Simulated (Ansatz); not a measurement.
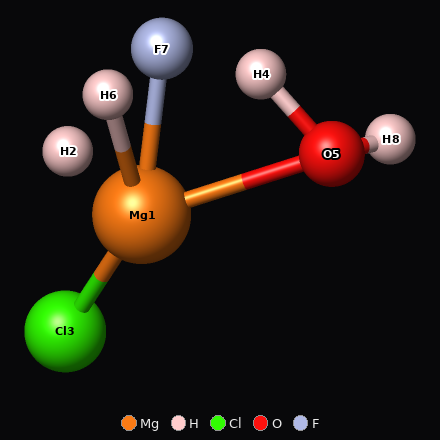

The system is the reacting system ClFH₄MgO; the picture shows the reference structure. 
- The first coordinate is: distance H4–F7 (bond that forms); the second: distance H4–O5 (bond that breaks).
- Relaxed at each point: all other coordinates.
- The grid has 13 × 13 points.
- Points are written as (first, second).
- Energies: kcal/mol, counted from the lowest grid point.
- The reference is spin-restricted, so regions where a bond is pulled apart into radicals lie too high.
- These are results of RHF/def2-SVP (Ansatz), not measurements.

Its coordinates:

```xyz
8

Mg   -0.5865   -0.5665   -0.6528
H     1.1538    0.4253   -1.7149
Cl   -1.9981   -2.0590   -1.4518
H     0.5118    0.4483    1.0359
O    -0.6159    1.0024    1.1864
H     1.3252    0.1632   -0.7889
F     1.1877   -0.2739    0.3381
H    -0.9779    0.8603    2.0480
```

Range: distance H4–F7 (bond that forms) from 0.819 to 2.319 Å; distance H4–O5 (bond that breaks) from 0.873 to 2.373 Å.

Predict the map.

The lowest grid point is at (2.319 Å, 0.940 Å). It lies in a valley that leaves the map towards separated partners. Other grid points that lie below all their neighbours: (0.979 Å, 1.504 Å) (21 kcal/mol higher). The highest grid point, (2.319 Å, 2.373 Å), lies 168 kcal/mol above the lowest.

| second ↓, first → | 0.819 | 0.886 | 0.979 | 1.084 | 1.199 | 1.321 | 1.450 | 1.584 | 1.723 | 1.866 | 2.013 | 2.164 | 2.319 |
| --- | --- | --- | --- | --- | --- | --- | --- | --- | --- | --- | --- | --- | --- |
| 2.373 | 35 | 26 | 28 | 40 | 57 | 77 | 97 | 115 | 132 | 146 | 156 | 163 | 168 |
| 2.218 | 34 | 26 | 27 | 38 | 55 | 74 | 93 | 111 | 126 | 138 | 147 | 153 | 157 |
| 2.067 | 34 | 25 | 26 | 36 | 52 | 71 | 89 | 105 | 118 | 129 | 136 | 140 | 143 |
| 1.920 | 34 | 24 | 25 | 34 | 49 | 66 | 82 | 97 | 108 | 117 | 122 | 126 | 129 |
| 1.777 | 34 | 24 | 23 | 31 | 45 | 60 | 74 | 86 | 96 | 102 | 107 | 110 | 112 |
| 1.638 | 35 | 24 | 22 | 28 | 40 | 52 | 64 | 74 | 81 | 86 | 89 | 92 | 93 |
| 1.504 | 38 | 25 | 21 | 25 | 33 | 43 | 52 | 59 | 64 | 68 | 71 | 72 | 73 |
| 1.375 | 43 | 29 | 21 | 22 | 27 | 33 | 39 | 44 | 47 | 49 | 51 | 52 | 53 |
| 1.253 | 53 | 36 | 24 | 20 | 21 | 23 | 26 | 28 | 30 | 31 | 32 | 33 | 33 |
| 1.138 | 69 | 48 | 31 | 21 | 17 | 15 | 15 | 15 | 15 | 15 | 15 | 15 | 15 |
| 1.033 | 94 | 67 | 43 | 28 | 18 | 12 | 9 | 7 | 5 | 5 | 4 | 4 | 4 |
| 0.940 | 130 | 96 | 64 | 41 | 26 | 16 | 10 | 6 | 4 | 2 | 1 | 0 | 0 |
| 0.873 | 168 | 127 | 88 | 59 | 40 | 27 | 19 | 13 | 10 | 8 | 7 | 6 | 5 |

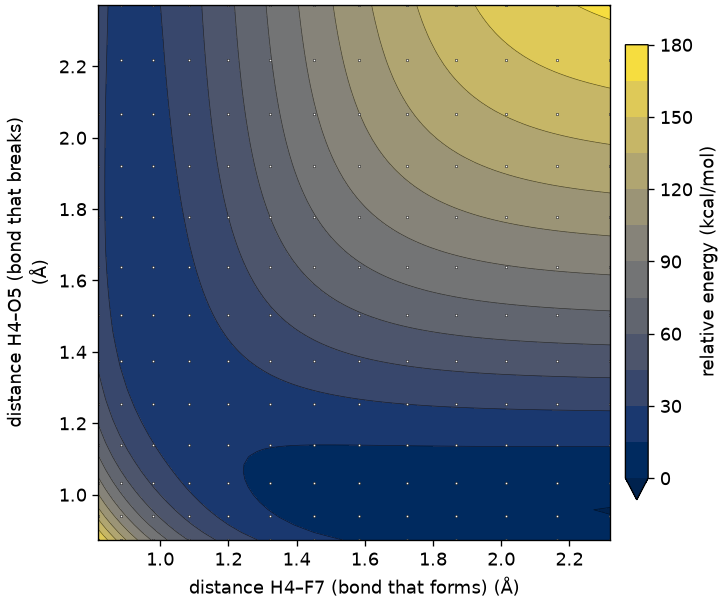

The picture shows filled contours, dots at the grid points. Between grid points the surface is interpolated.

The whole map (169 points run) took 25 min on 1 thread of Arm Neoverse V2, on a shared host.
